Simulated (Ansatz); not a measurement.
# H3OSSi (charge −1): what the fields show

```xyz
6

O    -1.2552   -1.6501   -0.3578
S     0.4020   -1.2384    0.1057
Si    0.2074    0.9888    0.0625
H    -1.6500   -0.7617   -0.4747
H     1.4586    1.3348   -0.7576
H     0.8371    1.3265    1.4219
```

Computed with Ansatz 0.2.0, RKS B3LYP-D4/6-31G*.

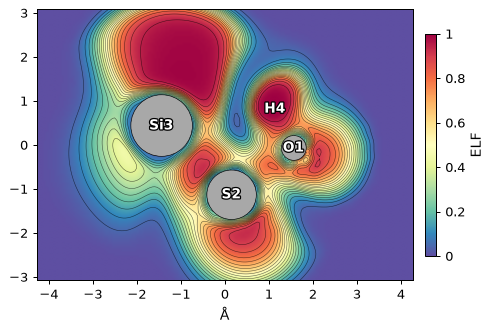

Figure 1. ELF on the plane of atoms O1, S2 and Si3. Grey discs cover the atomic cores.

Question: Describe what can be read from this map.

Answer:
- The plane passes through O, S, Si and H nuclei.
- S–O (1.77 Å): the ELF peaks at about 0.80 between the atoms (a polar covalent bond).
- Si–S (2.24 Å): the ELF peaks at about 0.90 between the atoms: localised, covalent bonding.
- O–H (0.98 Å): the ELF climbs to about 1 towards the hydrogen, as it does in any bond to H; an ordinary covalent bond to hydrogen.
- The ELF also peaks beside S2, O1 and Si3, away from the bonds: lone-pair regions.

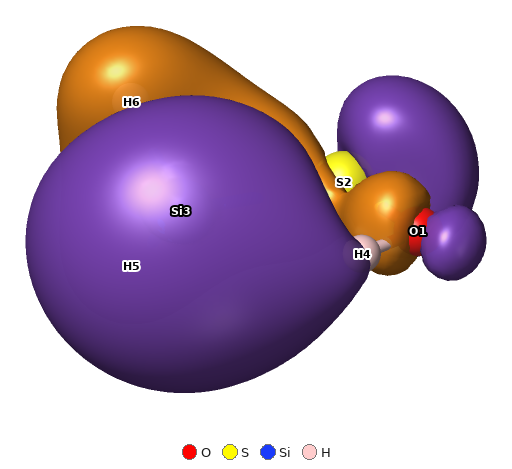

Figure 2. The HOMO at ±0.06 Å⁻³ᐟ² (orange and purple are the two phases), seen at a tilt.

Question: Where does this orbital lie, and at what energy?

Answer: By Hirshfeld shares it lies mainly on Si3 (about 70 %) and S2 (about 15 %). Its energy is −0.38 eV.

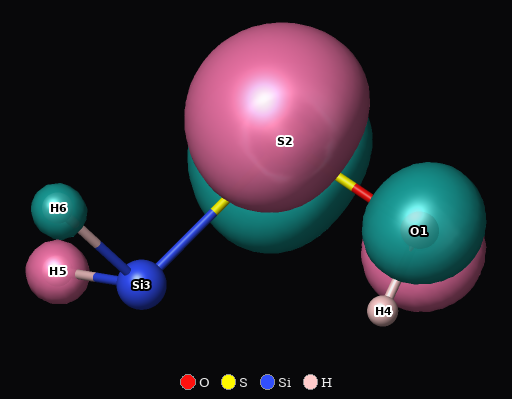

Figure 3. The HOMO−1 at ±0.15 Å⁻³ᐟ² (teal and pink are the two phases), seen from one side.

Question: Where does this orbital lie, and at what energy?

Answer: It lies mainly on S2 (about 65 %) and O1 (about 25 %). Its energy is −0.46 eV.
